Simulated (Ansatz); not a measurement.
```xyz
8

C    -0.9595   -0.0759    0.5525
Nb    0.8628   -0.0447   -0.5336
F     1.9945   -1.2856    0.2534
F     0.4436   -0.3195   -2.3193
S     1.5928    1.9337   -0.2307
H    -1.4026   -1.0742    0.4503
H    -0.7845    0.1374    1.6105
H    -1.6550    0.6717    0.1612
```

Geometry: PBE0-D4/def2-TZVP; core potentials replace the inner electrons of Nb.

Computed with Ansatz, RKS PBE0-D4/def2-TZVPP.

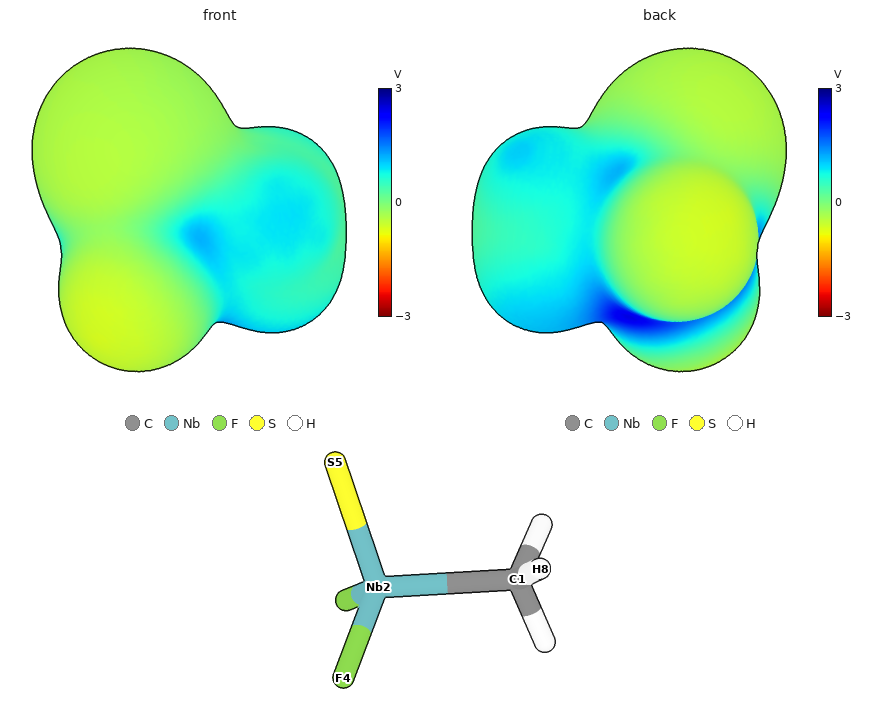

CH3F2NbS (SMILES [CH3][Nb]([F])([F])=[S]). The electrostatic potential painted on the density surface at 0.001 e/bohr³, seen from the front and from behind; the colour scale runs from red (negative) to blue (positive). The bare structure is drawn below in the same view.

Which sites attract a positive test charge, and which a negative one?

Answer. A positive charge is drawn to the negative regions and a negative charge to the positive ones. The most negative region (about −0.6 V) lies over F3 and F4, the most positive (about +2.3 V) over Nb2.
